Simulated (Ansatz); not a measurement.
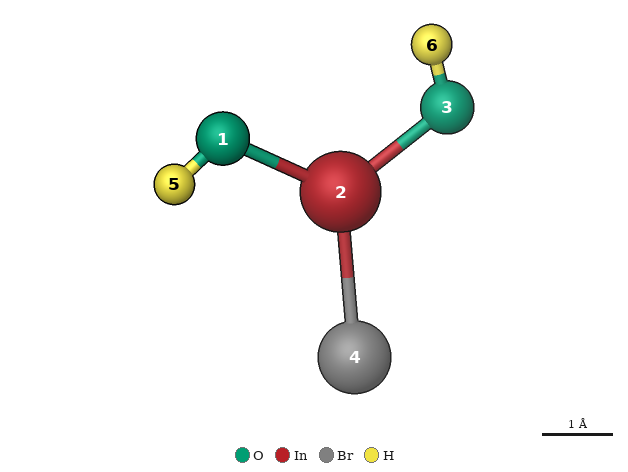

The atoms are numbered. Computed geometry: PBE0-D4/def2-TZVP optimisation. No frequency run is at hand to confirm it as a minimum.

Give the bond lengths.

```
   bond  length (Å)
 O1–In2       1.972
  O1–H5       0.961
 In2–O3       1.964
In2–Br4       2.441
  O3–H6       0.962
```
